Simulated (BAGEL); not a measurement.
**SClO2F (sulfuryl chloride fluoride): RI-MP2/def2-SVP (density fitting with cc-pvqz-jkfit)**

Aim: the energy change on altering one bond length of SClO2F (sulfuryl chloride fluoride) at RI-MP2/def2-SVP (density fitting with cc-pvqz-jkfit), from 2 runs. 

The calculation is run with BAGEL 1.2.2.

### Step 1. The molecule

SClO2F has 5 atoms, charge 0, and is taken as a singlet. As SMILES, `O=S(=O)(F)Cl`. Geometry: relaxed at PBE0-D4/def2-TZVP.

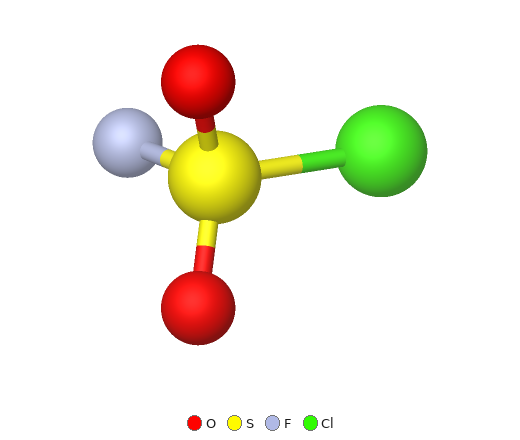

Viewed from a chosen angle; oxygen red, sulfur yellow, fluorine light blue, chlorine green.

### Step 2. A single-point energy at RI-MP2/def2-SVP (density fitting with cc-pvqz-jkfit)

Input file job.json:

```json
{ "bagel": [

{
  "title": "molecule",
  "basis": "svp",
  "df_basis": "cc-pvqz-jkfit",
  "angstrom": "true",
  "geometry": [
    { "atom": "O", "xyz": [      -0.123540,      -0.162690,       1.503010 ] },
    { "atom": "S", "xyz": [       0.100210,      -0.145140,       0.111160 ] },
    { "atom": "O", "xyz": [       1.158000,      -0.828940,      -0.522160 ] },
    { "atom": "F", "xyz": [      -1.214690,      -0.608760,      -0.568390 ] },
    { "atom": "Cl", "xyz": [       0.080010,       1.745540,      -0.523620 ] }
  ]
},

{
  "title": "hf",
  "charge": 0
},

{
  "title": "mp2",
  "charge": 0,
  "ncore": 13
}

]}
```

Started as:

```
$ BAGEL_NUM_THREADS=1 BAGEL job.json > job.out
```

Standard output:

```text
* using 1 threads per process

  ===============================================================
  ===============================================================

  *** Geometry ***

  { "atom" : "O", "xyz" : [     -0.233457,     -0.307440,      2.840277 ] },
  { "atom" : "S", "xyz" : [      0.189369,     -0.274275,      0.210062 ] },
  { "atom" : "O", "xyz" : [      2.188303,     -1.566470,     -0.986739 ] },
  { "atom" : "F", "xyz" : [     -2.295431,     -1.150390,     -1.074101 ] },
  { "atom" : "Cl", "xyz" : [      0.151197,      3.298593,     -0.989498 ] },

  Number of auxiliary basis functions:      614

  Since a DF basis is specified, we compute 2- and 3-index integrals:
    o Being stored without compression. Storage requirement is 0.030 GB

  Number of basis functions:       78
  Number of electrons      :       58

    * METHOD: MOLECULE                             0.36

  *** RHF ***

  === Nuclear Repulsion ===
   344.6736438269

      * DIIS with orbital gradients will be used.

  === RHF iteration (svp) ===
      0      -1105.25026757          0.02825690           0.13
      1      -1105.40170288          0.02171150           0.11
      2      -1105.59393520          0.00120228           0.10
      3      -1105.59484377          0.00058218           0.10
      4      -1105.59505938          0.00010312           0.10
      5      -1105.59507200          0.00002726           0.10
      6      -1105.59507314          0.00000905           0.11
      7      -1105.59507325          0.00000291           0.10
      8      -1105.59507326          0.00000179           0.10
      9      -1105.59507326          0.00000051           0.10
     10      -1105.59507326          0.00000022           0.10
     11      -1105.59507326          0.00000008           0.10
     12      -1105.59507326          0.00000002           0.10
     13      -1105.59507326          0.00000001           0.10
    * SCF iteration converged.

    * Permanent dipole moment:
           (    0.259377,    -0.645823,     0.376628) a.u.

    * METHOD: HF                                   1.68

  *** RHF ***

  === Nuclear Repulsion ===
   344.6736438269

      * DIIS with orbital gradients will be used.

  === RHF iteration (svp) ===
      0      -1105.59507326          0.00000000           0.10
    * SCF iteration converged.

    * Permanent dipole moment:
           (    0.259377,    -0.645824,     0.376628) a.u.

  === DF-MP2 calculation ===

    * freezing 13 orbitals
    * 3-index integral transformation done
    * assembly done

      MP2 correlation energy:   -0.8350929772      0.05

      MP2 total energy:       -1106.4301662391

    * METHOD: MP2                                  0.27

  ===============================================================
```

Wall time 2.5 s (1 thread of Arm Neoverse V1, shared host); peak memory 0.13 GiB.

### Step 3. The distorted shape at the same level

Input file input.json:

```json
{ "bagel": [

{
  "title": "molecule",
  "basis": "svp",
  "df_basis": "cc-pvqz-jkfit",
  "angstrom": "true",
  "geometry": [
    { "atom": "O", "xyz": [       0.533872,       0.069107,       1.842765 ] },
    { "atom": "S", "xyz": [       0.757622,       0.086657,       0.450915 ] },
    { "atom": "O", "xyz": [       1.815412,      -0.597143,      -0.182405 ] },
    { "atom": "F", "xyz": [      -1.214690,      -0.608760,      -0.568390 ] },
    { "atom": "Cl", "xyz": [       0.737422,       1.977337,      -0.183865 ] }
  ]
},

{
  "title": "hf"
},

{
  "title": "mp2",
  "ncore": 13
}

]}
```

Started as:

```
$ BAGEL_NUM_THREADS=1 BAGEL input.json > input.out
```

Standard output:

```text
* using 1 threads per process

  ===============================================================
  ===============================================================

  *** Geometry ***

  { "atom" : "O", "xyz" : [      1.008872,      0.130593,      3.482321 ] },
  { "atom" : "S", "xyz" : [      1.431698,      0.163758,      0.852106 ] },
  { "atom" : "O", "xyz" : [      3.430631,     -1.128437,     -0.344695 ] },
  { "atom" : "F", "xyz" : [     -2.295431,     -1.150390,     -1.074101 ] },
  { "atom" : "Cl", "xyz" : [      1.393526,      3.736625,     -0.347454 ] },

  Number of auxiliary basis functions:      614

  Since a DF basis is specified, we compute 2- and 3-index integrals:
    o Being stored without compression. Storage requirement is 0.030 GB

  Number of basis functions:       78
  Number of electrons      :       58

    * METHOD: MOLECULE                             0.36

  *** RHF ***

  === Nuclear Repulsion ===
   315.9553645584

      * DIIS with orbital gradients will be used.

  === RHF iteration (svp) ===
      0      -1104.98742098          0.02967911           0.11
      1      -1105.00565333          0.02994645           0.10
      2      -1105.45001155          0.00305429           0.10
      3      -1105.45594623          0.00150440           0.10
      4      -1105.45757679          0.00029152           0.10
      5      -1105.45775628          0.00008738           0.10
      6      -1105.45777194          0.00003404           0.10
      7      -1105.45777432          0.00001398           0.10
      8      -1105.45777469          0.00000727           0.11
      9      -1105.45777473          0.00000330           0.11
     10      -1105.45777476          0.00000175           0.11
     11      -1105.45777477          0.00000104           0.11
     12      -1105.45777477          0.00000048           0.10
     13      -1105.45777477          0.00000022           0.11
     14      -1105.45777477          0.00000011           0.11
     15      -1105.45777477          0.00000005           0.11
     16      -1105.45777477          0.00000003           0.11
     17      -1105.45777477          0.00000002           0.11
     18      -1105.45777477          0.00000001           0.11
    * SCF iteration converged.

    * Permanent dipole moment:
           (   -1.041305,    -1.304533,    -0.229750) a.u.

    * METHOD: HF                                   2.20

  *** RHF ***

  === Nuclear Repulsion ===
   315.9553645584

      * DIIS with orbital gradients will be used.

  === RHF iteration (svp) ===
      0      -1105.45777477          0.00000001           0.11
    * SCF iteration converged.

    * Permanent dipole moment:
           (   -1.041304,    -1.304532,    -0.229750) a.u.

  === DF-MP2 calculation ===

    * freezing 13 orbitals
    * 3-index integral transformation done
    * assembly done

      MP2 correlation energy:   -0.8819149362      0.05

      MP2 total energy:       -1106.3396897069

    * METHOD: MP2                                  0.28

  ===============================================================
```

Run time: 3 s. Hardware: 1 thread of Arm Neoverse V1, shared host; peak memory 0.13 GiB.

### Step 4. Summary of results

Level: RI-MP2/def2-SVP (density fitting with cc-pvqz-jkfit), 13 core orbitals frozen.

```
                                                         quantity           value
                                        first shape: total energy  -1106.43017 Eh
        first shape: correlation energy (13 core orbitals frozen)      -835.1 mEh
                                    distorted shape: total energy  -1106.33969 Eh
    distorted shape: correlation energy (13 core orbitals frozen)      -881.9 mEh
energy change with the S2–F4 bond stretched from 1.551 to 2.326 Å        2.462 eV
```

In words: With the S2–F4 bond stretched from 1.551 to 2.326 Å the energy rises by 2.46 eV (238 kJ/mol). The first shape isn't relaxed at this level, so the change isn't measured from a minimum. A restricted reference can't describe the breaking bond well at this length.
